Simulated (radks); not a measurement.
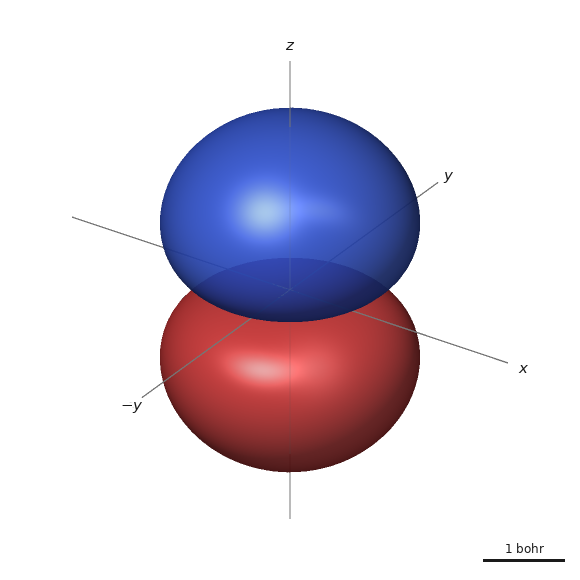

Fig. 1: The 2p(z) orbital. The surface of constant |ψ| that holds about 95 % of the electron is drawn, blue where ψ is positive and red where it is negative. The radial function comes from the spherical calculation and is multiplied by a real spherical harmonic; the overall sign is chosen so that the largest lobe of P(r) is positive; at the scalar-relativistic level it is the large component. It has the nodal plane xy and no radial node. The maximum of P² lies at 0.625 bohr, ⟨r⟩ = 0.974 bohr, 90 % of the charge lies within 1.71 bohr, and the eigenvalue is −14.0 eV, with 6 electrons in the shell.

**Atomic calculation, with input and output: Ne**

Atomic neon (Ne) in the configuration [He] 2s2 2p6. Computed at this level: scalar-relativistic Kohn-Sham, r2SCAN, spin-polarised, spherical densities, finite nucleus (the in-house radial solver radks).

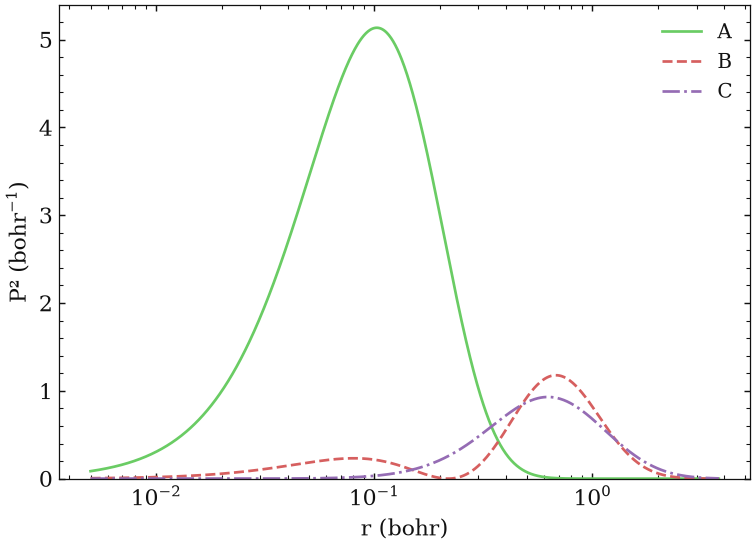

Fig. 2: The radial probability densities P² of 1s, 2p and 2s. A is 1s; B is 2s; C is 2p. 1s: outer maximum at 0.103 bohr, ⟨r⟩ = 0.158 bohr, 0 nodes, eigenvalue −837.8 eV; 2s: outer maximum at 0.680 bohr, ⟨r⟩ = 0.895 bohr, 1 node, eigenvalue −38.4 eV; 2p: outer maximum at 0.625 bohr, ⟨r⟩ = 0.974 bohr, 0 nodes, eigenvalue −14.0 eV.

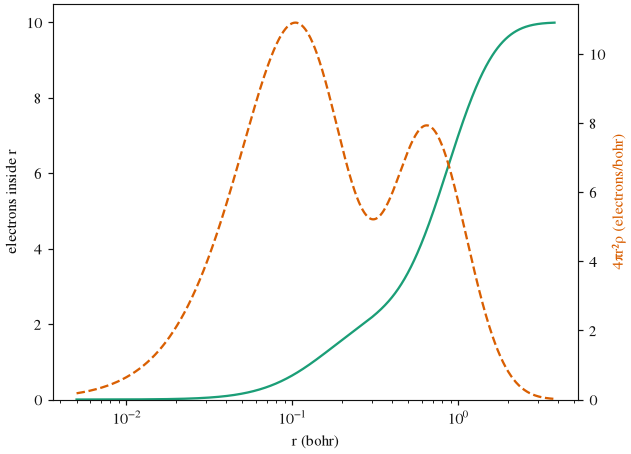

Fig. 3: The number of electrons inside radius r (solid) and the radial density 4πr²ρ (dashed). The count levels off at 10 electrons. Half of them lie within 0.708 bohr, 90 % within 1.54 bohr and 99 % within 2.63 bohr. The radial density has a minimum at 0.308 bohr, where the count stands at 2.2; this parts the shells that the density resolves.

These pictures come from the run below.

**Input**
```
Z 10
configuration [Ne] 3s0 3p0
relativity scalar-relativistic
functional r2scan,r2scan
spin polarised
nucleus finite rms 3.0055 fm
c 137.035999084
```

Energies in input and log are in hartree, lengths in bohr (the nuclear radius in fm).

The run was one of a batch that the task file lists, launched with:
```bash
python <driver script> task.json out
```

**Output**
```
1s      1   1.0000         -30.78949815
2s      1   1.0000          -1.41071569
2p      1   3.0000          -0.51331434
3s      1   0.0000           0.00038093
3p      1   0.0000           0.00091199
1s      2   1.0000         -30.78949815
2s      2   1.0000          -1.41071569
2p      2   3.0000          -0.51331434
3s      2   0.0000           0.00038093
3p      2   0.0000           0.00091199
Etot -129.08271596925823
Ekin 129.05967077461565
Encl -311.72983204352846
Eh 66.07114560767045
Exc -12.483700308015875
err 3.009677651733211e-07
it 14
```

**Slater integrals of the outer shells (hartree)**

```csv
integral,value
"F0(2p,2p)",0.9646
"F2(2p,2p)",0.4233
"F0(2p,2s)",0.9882
"G1(2p,2s)",0.5934
"F0(2p,1s)",1.4198
"G1(2p,1s)",0.1509
"F0(2s,2s)",1.0195
"F0(2s,1s)",1.4587
```

**Summary**

| quantity | value |
| --- | --- |
| outcome | converged |
| total energy | −129.082716 hartree |
| kinetic energy | 129.059671 hartree |
| electron–nucleus energy | −311.729832 hartree |
| Hartree energy | 66.071146 hartree |
| exchange–correlation energy | −12.483700 hartree |
| radius at density 0.001 e/bohr³ | 2.94 bohr |
| SCF iterations | 14 |
| hardware | 1 CPU thread, shared host |
